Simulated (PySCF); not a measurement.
**C2H5FSSi2: geometry, spin-spin couplings**

Wanted: the spin-spin couplings of C2H5FSSi2 (`C#C[Si@H](F)S[SiH3]`), by calculation.

Programs: PySCF 2.14.0, with density-fitted response routines of our own. Each step states its level of theory. These are calculated values for one molecule in the gas phase, unless marked as measured. Atoms count from 0, in the outputs and in this text.

## 1. The starting structure

11 atoms, charge 0, multiplicity 1; geometry from: GFN2-xTB. The atoms were then displaced at random by about 0.01 Å, so the start is not that level's minimum.

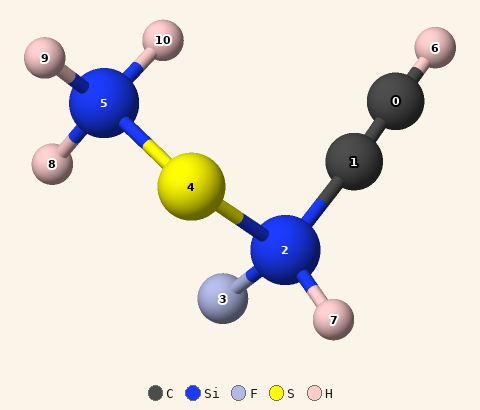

The starting geometry (carbon dark grey, silicon blue, fluorine light blue, sulfur yellow, hydrogen pink), atoms numbered.

## 2. Relaxing the molecule at PBE0-D3(BJ)/def2-SVP

The job: settings as JSON, then the geometry in Å.

```
{"job": {"xc": "PBE0", "basis": "def2-SVP", "d3": "d3bj", "grid": 1, "shake": 0.01, "kind": "geom"}, "charge": 0, "multiplicity": 1}
C     -2.125290     1.563610    -0.496880
C     -1.718660     0.472400    -0.357550
Si    -0.977440    -1.198440    -0.192980
F     -0.872470    -1.493870     1.395250
S      1.041230    -1.204790    -0.965070
Si     2.063640     0.197910     0.324550
H     -2.533210     2.554980    -0.615840
H     -1.650450    -2.281170    -0.814300
H      2.058570    -0.330370     1.702850
H      3.393690     0.227840    -0.248240
H      1.358490     1.466080     0.252530
```

The run is started by

```bash
> OMP_NUM_THREADS=1 python probes_run.py task.json out
```

One launch serves the whole session: the jobs run in the order shown.

Standard output:

```text
step   0  E = -1155.26472963  max force = 0.101007
step   1  E = -1155.27256079  max force = 0.011282
step   2  E = -1155.27353611  max force = 0.003008
step   3  E = -1155.27384322  max force = 0.002670
step   4  E = -1155.27408361  max force = 0.003417
step   5  E = -1155.27427406  max force = 0.003224
step   6  E = -1155.27448891  max force = 0.001003
step   7  E = -1155.27456757  max force = 0.001624
step   8  E = -1155.27460430  max force = 0.001383
step   9  E = -1155.27463765  max force = 0.000673
step  10  E = -1155.27464067  max force = 0.000318
optimisation converged
```

Run time: 64 s. Hardware: 1 thread of Arm Neoverse V2, shared host; peak memory 0.53 GiB.

Relaxation path:

| step | energy from step 0 (eV) | largest force component (eV/Å) |
| --- | --- | --- |
| 0 | 0.0000 | 5.1940 |
| 1 | -0.2131 | 0.5801 |
| 2 | -0.2396 | 0.1547 |
| 3 | -0.2480 | 0.1373 |
| 4 | -0.2545 | 0.1757 |
| 5 | -0.2597 | 0.1658 |
| 6 | -0.2656 | 0.0516 |
| 7 | -0.2677 | 0.0835 |
| 8 | -0.2687 | 0.0711 |
| 9 | -0.2696 | 0.0346 |
| 10 | -0.2697 | 0.0164 |

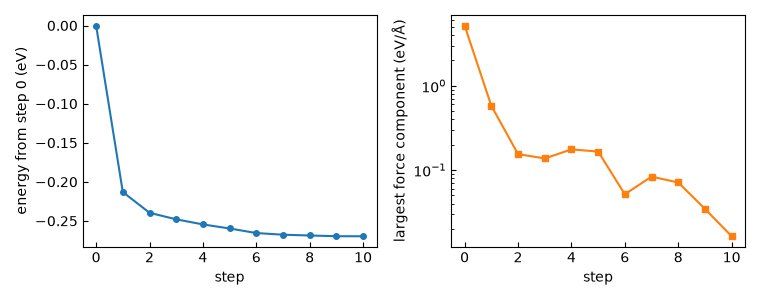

Energy and force, step by step.

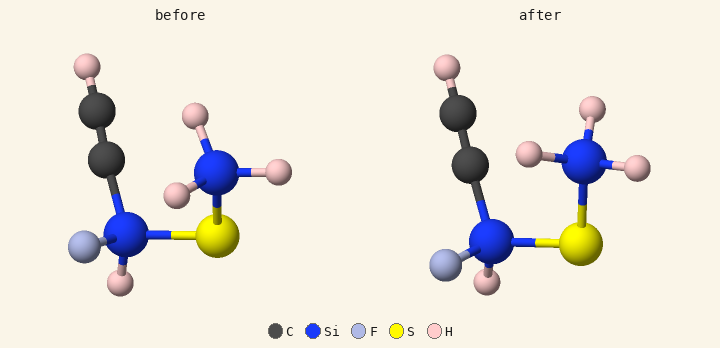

Before and after, at one scale.

Distances of close pairs at the start and the end, largest changes first:

| bond | before (Å) | after (Å) | change (Å) |
| --- | --- | --- | --- |
| Si2–H7 | 1.418 | 1.479 | +0.061 |
| C0–C1 | 1.173 | 1.217 | +0.044 |
| Si5–H9 | 1.448 | 1.490 | +0.041 |
| Si2–S4 | 2.161 | 2.122 | -0.040 |
| Si5–H10 | 1.453 | 1.490 | +0.037 |
| Si5–H8 | 1.476 | 1.490 | +0.014 |
| C1–Si2 | 1.835 | 1.823 | -0.012 |
| S4–Si5 | 2.162 | 2.165 | +0.003 |

The next job starts from the end point, and lists it.

| at the end point | value |
| --- | --- |
| point group (found at 0.08 Å tolerance) | C1 |
| rotational constants (GHz, main isotopes) | 2.133, 1.507, 1.087 |
| dipole moment (D) | 2.44 |

## 3. Indirect couplings: B3LYP/cc-pVTZ

The job: settings as JSON, then the geometry in Å.

```
{"job": {"kind": "j", "xc": "B3LYP", "basis": "cc-pVTZ"}, "charge": 0, "multiplicity": 1}
C     -1.899815     1.462841    -0.075818
C     -1.517281     0.307784    -0.071845
Si    -0.881946    -1.401245    -0.090722
F     -0.946434    -1.950253     1.432540
S      1.107601    -1.433244    -0.826824
Si     1.876163     0.405299     0.019317
H     -2.243199     2.482809    -0.081122
H     -1.702252    -2.302494    -0.929255
H      1.446407     0.551729     1.438364
H      3.357188     0.266955    -0.062890
H      1.432785     1.583828    -0.776774
```

Method: B3LYP/cc-pVTZ indirect spin-spin coupling, non-relativistic, gas phase.

Standard output:

```text
coarse grid: 11232 points
cycle   1  E = -1156.3614762285  dE =  4.144e-01  |g| = 7.057e-01  |ddm| = 6.541e+00
cycle   2  E = -1156.2530923050  dE =  1.084e-01  |g| = 1.108e+00  |ddm| = 2.167e+00
cycle   3  E = -1156.4503862375  dE = -1.973e-01  |g| = 1.334e-01  |ddm| = 1.249e+00
cycle   4  E = -1156.4535618827  dE = -3.176e-03  |g| = 4.231e-02  |ddm| = 2.343e-01
cycle   5  E = -1156.4538015149  dE = -2.396e-04  |g| = 2.914e-02  |ddm| = 8.020e-02
cycle   6  E = -1156.4540117680  dE = -2.103e-04  |g| = 4.630e-03  |ddm| = 3.691e-02
cycle   7  E = -1156.4540165762  dE = -4.808e-06  |g| = 1.392e-03  |ddm| = 7.187e-03
final grid: 96480 points
cycle   8  E = -1156.4623956289  dE = -2.386e-05  |g| = 3.054e-03  |ddm| = 6.709e-02
cycle   9  E = -1156.4623937829  dE =  1.846e-06  |g| = 4.527e-03  |ddm| = 9.658e-03
cycle  10  E = -1156.4623973385  dE = -3.556e-06  |g| = 7.023e-04  |ddm| = 5.423e-03
cycle  11  E = -1156.4623973900  dE = -5.142e-08  |g| = 4.655e-04  |ddm| = 1.321e-03
cycle  12  E = -1156.4623974441  dE = -5.410e-08  |g| = 1.253e-04  |ddm| = 6.415e-04
cycle  13  E = -1156.4623974477  dE = -3.625e-09  |g| = 2.154e-05  |ddm| = 1.741e-04
cycle  14  E = -1156.4623974478  dE = -1.091e-10  |g| = 4.991e-06  |ddm| = 3.969e-05
converged SCF energy = -1156.4623974478

Indirect spin-spin couplings (Hz)
  i      j    bonds     total        FC       PSO       DSO        SD
  0 C    1 C    1    253.336   246.385     6.865     0.086         -
  0 C    2 Si   2    -20.860   -18.361    -1.741     0.055    -0.813
  0 C    3 F    3      0.758     2.154    -0.310    -0.243    -0.843
  0 C    4 S    3     -0.233     0.033    -0.252    -0.014         -
  0 C    6 H    1    246.586   247.451    -1.244     0.380         -
  0 C    7 H    3      4.221     4.035     0.494    -0.308         -
  0 C   10 H    5      0.464     0.470    -0.206     0.201         -
  1 C    2 Si   1   -112.209  -113.814     2.264    -0.147    -0.512
  1 C    3 F    2     19.069    19.240    -1.260    -0.031     1.121
  1 C    4 S    2     -0.830    -0.815    -0.016     0.001         -
  1 C    5 Si   3     -3.872    -3.832    -0.008    -0.039     0.007
  1 C    6 H    2     46.643    42.410     5.322    -1.088         -
  1 C    7 H    2     19.472    19.697    -0.093    -0.133         -
  1 C    8 H    4      0.222     0.084    -0.113     0.251         -
  2 Si   3 F    1    365.893   298.299    74.681    -0.325    -6.763
  2 Si   4 S    1     27.455    22.791     5.607    -0.025    -0.917
  2 Si   5 Si   2     -3.853    -3.773    -0.013     0.007    -0.074
  2 Si   6 H    3     -5.133    -4.951    -0.370     0.236    -0.048
  2 Si   7 H    1   -239.683  -240.161     1.127    -0.453    -0.195
  2 Si   8 H    3     -5.361    -5.441     0.140    -0.104     0.043
  2 Si   9 H    3     -7.625    -7.817    -0.056     0.249    -0.002
  2 Si  10 H    3      0.039    -0.079     0.055     0.025     0.038
  3 F    4 S    2      3.322    -1.537     0.943    -0.042     3.958
  3 F    5 Si   3      0.482     0.378    -0.037     0.048     0.093
  3 F    6 H    4     -1.995    -1.679     0.335    -0.961     0.310
  3 F    7 H    2     50.522    53.759    -1.139    -1.234    -0.863
  3 F    8 H    4      0.804     0.485    -0.410     0.736    -0.006
  3 F    9 H    4     -0.612    -0.008     0.256    -0.821    -0.039
  4 S    5 Si   1     20.933    20.051     2.535    -0.016    -1.637
  4 S    6 H    4     -0.236    -0.096    -0.076    -0.064         -
  4 S    7 H    2     12.155    12.454    -0.260    -0.040         -
  4 S    8 H    2      0.629     0.695    -0.016    -0.049         -
  4 S    9 H    2      9.839     9.834     0.037    -0.031         -
  4 S   10 H    2      2.175     2.195     0.030    -0.049         -
  5 Si   7 H    3     -3.881    -4.084    -0.079     0.286    -0.004
  5 Si   8 H    1   -182.452  -182.966     0.809    -0.244    -0.050
  5 Si   9 H    1   -173.188  -173.709     0.754    -0.209    -0.024
  5 Si  10 H    1   -184.168  -184.701     0.826    -0.229    -0.064
  6 H    7 H    4     -0.947    -0.685     0.866    -1.128         -
  6 H    9 H    6     -0.469    -0.078     0.450    -0.841         -
  6 H   10 H    6      0.254    -0.007    -0.034     0.295         -
  7 H    8 H    4     -1.053    -0.266     0.621    -1.408         -
  7 H    9 H    4      2.839     3.610     0.595    -1.366         -
  7 H   10 H    4     -0.816    -0.270     0.438    -0.984         -
  8 H    9 H    2      6.278     7.355     0.776    -1.853         -
  8 H   10 H    2     11.935    12.976     0.703    -1.744         -
  9 H   10 H    2      9.794    10.860     0.796    -1.862         -
```

Run time: 99 s. Hardware: 1 thread of Arm Neoverse V2, shared host; peak memory 1 GiB.

This basis has no tight s functions, so the Fermi-contact terms are rough.

Couplings of 1 Hz or more over one to four bonds, nine at most for each number, with means over like pairs (isotopes 13C, 19F, 1H, 33S, 29Si):

| pair | bonds | J (Hz) | Fermi contact (Hz) | dihedral (°) |
| --- | --- | --- | --- | --- |
| Si2–F3 | 1 | 365.9 | 298.3 | – |
| C0–C1 | 1 | 253.3 | 246.4 | – |
| C0–H6 | 1 | 246.6 | 247.5 | – |
| Si2–H7 | 1 | -239.7 | -240.2 | – |
| Si5–H8 | 1 | -179.9 | -180.5 | – |
| C1–Si2 | 1 | -112.2 | -113.8 | – |
| Si2–S4 | 1 | 27.5 | 22.8 | – |
| S4–Si5 | 1 | 20.9 | 20.1 | – |
| F3–H7 | 2 | 50.5 | 53.8 | – |
| C1–H6 | 2 | 46.6 | 42.4 | – |
| C0–Si2 | 2 | -20.9 | -18.4 | – |
| C1–H7 | 2 | 19.5 | 19.7 | – |
| C1–F3 | 2 | 19.1 | 19.2 | – |
| S4–H7 | 2 | 12.2 | 12.5 | – |
| H8–H9 | 2 | 9.3 | 10.4 | – |
| S4–H8 | 2 | 4.2 | 4.2 | – |
| Si2–Si5 | 2 | -3.9 | -3.8 | – |
| Si2–H6 | 3 | -5.1 | -5.0 | – |
| Si2–H8 | 3 | -4.3 | -4.4 | – |
| C0–H7 | 3 | 4.2 | 4.0 | – |
| Si5–H7 | 3 | -3.9 | -4.1 | 160 |
| C1–Si5 | 3 | -3.9 | -3.8 | 37 |
| F3–H6 | 4 | -2.0 | -1.7 | – |

Means hide unlike values in this fixed geometry: H8–H9 from 6.3 to 11.9 Hz; S4–H8 from 0.6 to 9.8 Hz; Si2–H8 from -7.6 to 0.0 Hz. They hold only if the pairs exchange fast.

The spin-dipole term was solved for some atoms only; pairs without it lack that part.

The response was solved for the nuclei of C, F, H, Si alone, so couplings that need other nuclei can be missing.

Quadrupole couplings from the field gradients of the same density:

| atom | isotope | eQq/h (MHz) | η |
| --- | --- | --- | --- |
| S4 | 33S | 22.5 | 0.67 |

## 4. Indirect couplings: B3LYP/6-31G*

The job, as its differences from that of step 3:

```diff
@@ -1,2 +1,2 @@
-{"job": {"kind": "j", "xc": "B3LYP", "basis": "cc-pVTZ"}, "charge": 0, "multiplicity": 1}
+{"job": {"kind": "j", "xc": "B3LYP", "basis": "6-31G*"}, "charge": 0, "multiplicity": 1}
 C     -1.899815     1.462841    -0.075818
```

Method: B3LYP/6-31G* indirect spin-spin coupling, non-relativistic, gas phase.

Standard output:

```text
coarse grid: 11232 points
cycle   1  E = -1156.2534267420  dE =  4.478e-01  |g| = 6.737e-01  |ddm| = 3.277e+00
cycle   2  E = -1156.1572923201  dE =  9.613e-02  |g| = 1.029e+00  |ddm| = 1.582e+00
cycle   3  E = -1156.3457373440  dE = -1.884e-01  |g| = 1.211e-01  |ddm| = 9.769e-01
cycle   4  E = -1156.3490249529  dE = -3.288e-03  |g| = 2.985e-02  |ddm| = 1.553e-01
cycle   5  E = -1156.3491181194  dE = -9.317e-05  |g| = 2.564e-02  |ddm| = 4.684e-02
cycle   6  E = -1156.3492891428  dE = -1.710e-04  |g| = 3.041e-03  |ddm| = 2.026e-02
cycle   7  E = -1156.3492915921  dE = -2.449e-06  |g| = 1.076e-03  |ddm| = 4.914e-03
final grid: 96480 points
cycle   8  E = -1156.2772150120  dE = -5.249e-06  |g| = 3.011e-03  |ddm| = 1.691e-02
cycle   9  E = -1156.2772126481  dE =  2.364e-06  |g| = 4.752e-03  |ddm| = 6.815e-03
cycle  10  E = -1156.2772168432  dE = -4.195e-06  |g| = 7.731e-04  |ddm| = 4.092e-03
cycle  11  E = -1156.2772169818  dE = -1.386e-07  |g| = 2.869e-04  |ddm| = 7.860e-04
cycle  12  E = -1156.2772170031  dE = -2.134e-08  |g| = 5.069e-05  |ddm| = 2.666e-04
cycle  13  E = -1156.2772170038  dE = -6.194e-10  |g| = 9.596e-06  |ddm| = 5.678e-05
converged SCF energy = -1156.2772170038

Indirect spin-spin couplings (Hz)
  i      j    bonds     total        FC       PSO       DSO        SD
  0 C    1 C    1    146.568   142.323     4.153     0.092         -
  0 C    2 Si   2    -15.026   -12.852    -1.509     0.056    -0.721
  0 C    3 F    3      6.068     7.530    -0.565    -0.240    -0.658
  0 C    4 S    3     -0.058     0.171    -0.215    -0.014         -
  0 C    5 Si   4     -0.306    -0.335     0.028    -0.003     0.005
  0 C    6 H    1    234.899   236.086    -1.693     0.506         -
  0 C    7 H    3      5.054     4.981     0.379    -0.306         -
  0 C    8 H    5      0.249     0.278    -0.099     0.069         -
  0 C   10 H    5      0.465     0.394    -0.127     0.198         -
  1 C    2 Si   1    -98.191   -99.514     1.845    -0.149    -0.373
  1 C    3 F    2     25.174    25.131    -1.013    -0.017     1.072
  1 C    4 S    2     -0.881    -0.876    -0.006     0.002         -
  1 C    5 Si   3     -3.321    -3.262    -0.030    -0.039     0.011
  1 C    6 H    2     29.719    27.106     3.684    -1.070         -
  1 C    7 H    2     17.323    17.555    -0.110    -0.122         -
  1 C    8 H    4      0.269     0.072    -0.055     0.252         -
  1 C   10 H    4      0.254     0.096    -0.091     0.249         -
  2 Si   3 F    1    284.980   226.323    63.956    -0.364    -4.936
  2 Si   4 S    1     19.753    15.131     5.533    -0.026    -0.885
  2 Si   5 Si   2     -2.578    -2.499    -0.015     0.008    -0.072
  2 Si   6 H    3     -5.763    -5.688    -0.259     0.233    -0.050
  2 Si   7 H    1   -254.817  -254.843     1.121    -0.484    -0.610
  2 Si   8 H    3     -4.441    -4.579     0.194    -0.105     0.050
  2 Si   9 H    3     -7.341    -7.570    -0.017     0.247    -0.001
  2 Si  10 H    3     -0.054    -0.177     0.063     0.023     0.036
  3 F    4 S    2      5.725     0.371     1.479    -0.039     3.914
  3 F    5 Si   3      0.556     0.479    -0.040     0.045     0.072
  3 F    6 H    4     -2.897    -2.261     0.041    -0.941     0.264
  3 F    7 H    2     54.153    57.166    -1.389    -1.145    -0.479
  3 F    8 H    4      1.111     0.613    -0.239     0.740    -0.004
  3 F    9 H    4     -0.649     0.079     0.108    -0.806    -0.029
  4 S    5 Si   1     13.985    12.837     2.706    -0.016    -1.541
  4 S    6 H    4     -0.196    -0.097    -0.035    -0.063         -
  4 S    7 H    2     10.657    10.943    -0.248    -0.038         -
  4 S    8 H    2      0.718     0.686     0.079    -0.047         -
  4 S    9 H    2      8.475     8.460     0.044    -0.029         -
  4 S   10 H    2      2.036     1.969     0.114    -0.048         -
  5 Si   7 H    3     -4.079    -4.293    -0.065     0.283    -0.005
  5 Si   8 H    1   -207.822  -208.026     0.966    -0.273    -0.489
  5 Si   9 H    1   -198.013  -198.250     0.947    -0.237    -0.473
  5 Si  10 H    1   -211.263  -211.522     1.014    -0.258    -0.497
  6 H    7 H    4     -1.364    -0.779     0.524    -1.110         -
  6 H    8 H    6     -0.163    -0.116     0.114    -0.161         -
  6 H    9 H    6     -0.682    -0.089     0.236    -0.828         -
  6 H   10 H    6      0.276     0.007    -0.029     0.298         -
  7 H    8 H    4     -1.314    -0.275     0.352    -1.391         -
  7 H    9 H    4      2.379     3.405     0.326    -1.352         -
  7 H   10 H    4     -1.047    -0.304     0.227    -0.970         -
  8 H    9 H    2      5.516     7.089     0.204    -1.777         -
  8 H   10 H    2     11.700    13.209     0.159    -1.668         -
  9 H   10 H    2      9.177    10.734     0.228    -1.785         -
```

Wall time 25 s (1 thread of Arm Neoverse V2, shared host); peak memory 0.7 GiB.

This basis has no tight s functions, so the Fermi-contact terms are rough.

This run: J(Si2,F3) 285.0 Hz, J(Si2,H7) -254.8 Hz, J(C0,H6) 234.9 Hz (means over like pairs).

## 5. Run by run: spin-spin couplings

Couplings (Hz), each a mean over the pairs like the one named, with basis size and wall time:

| run | Si2–F3 | Si2–H7 | C0–H6 | C0–C1 | Si5–H8 | C1–Si2 | F3–H7 | functions | time |
| --- | --- | --- | --- | --- | --- | --- | --- | --- | --- |
| B3LYP/cc-pVTZ | 365.9 | -239.7 | 246.6 | 253.3 | -179.9 | -112.2 | 50.5 | 262 | 99 s |
| B3LYP/6-31G* | 285.0 | -254.8 | 234.9 | 146.6 | -205.7 | -98.2 | 54.2 | 106 | 25 s |

## 6. Summary of results

```
                                     quantity                      value
                                  point group                         C1
         rotational constants (main isotopes)       2.13, 1.51, 1.09 GHz
largest coupling of the table (B3LYP/cc-pVTZ)  1J(Si,F) Si2–F3, 365.9 Hz
     range of J(Si2,F3), mean over like pairs          285.0 to 365.9 Hz
```

What this shows: The start of the PBE0/def2-SVP relaxation was shaken at random by about 0.01 Å, so part of the energy gained, and of the first lengths quoted, undoes that. The optimisation took 10 steps and gained 0.270 eV; among the close pairs (by a distance rule), Si2–H7 changed most, from 1.418 to 1.479 Å. Of the pairs tabulated at B3LYP/cc-pVTZ, Si2–F3 couples most strongly (365.9 Hz; Fermi contact 298.3 Hz). Couplings across rotatable bonds belong to this one conformer; where others are populated, the observed values are averages. The coupling Si2–F3, as a mean over pairs of its kind, runs from 285.0 Hz (B3LYP/6-31G*) to 365.9 Hz (B3LYP/cc-pVTZ). Couplings from bases without tight functions are rough.
